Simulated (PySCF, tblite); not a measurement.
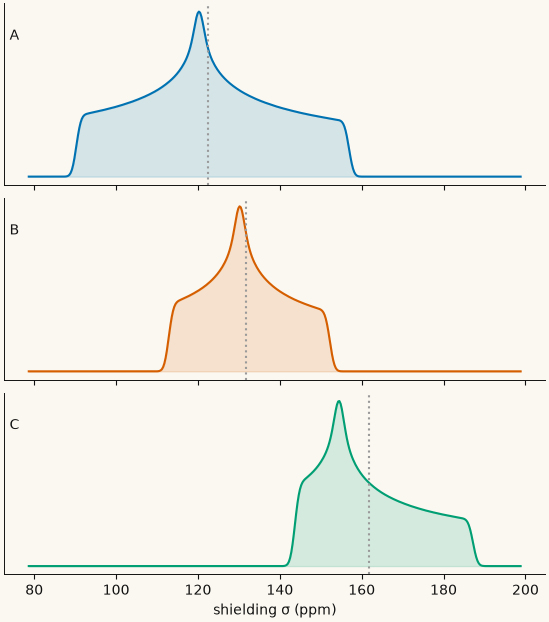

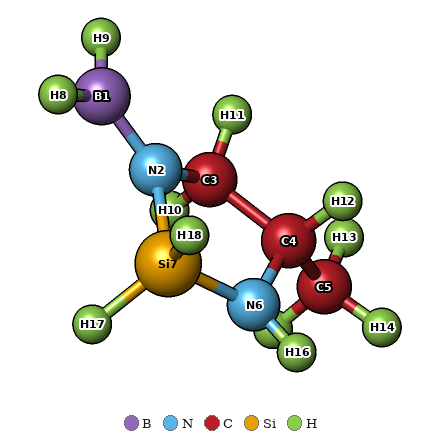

Static powder patterns (¹³C) from GIAO shielding tensors of C₃H₁₁BN₂Si, SMILES BN1C[C@H](C)N[SiH2]1, PBE0/pcSseg-1, PySCF, at a GFN2-xTB geometry (a minimum by its frequencies); absolute shielding, one fixed geometry of the isolated molecule without any motion, no dipolar terms. The dotted line is the isotropic value; skew is 3(σiso − σ22)/span.

The panels belong to C3, C4 and C5. Which is which?

Answer. panel A: C3, σ11, σ22, σ33 = 90, 120, 157 ppm, isotropic 122, span 67 ppm, skew 0.10; panel B: C4, σ11, σ22, σ33 = 113, 130, 152 ppm, isotropic 132, span 39 ppm, skew 0.12; panel C: C5, σ11, σ22, σ33 = 144, 154, 187 ppm, isotropic 162, span 44 ppm, skew 0.50.

Caveats: the tight-binding geometry is rougher than a DFT one and adds to the error; one conformer of a flexible molecule.
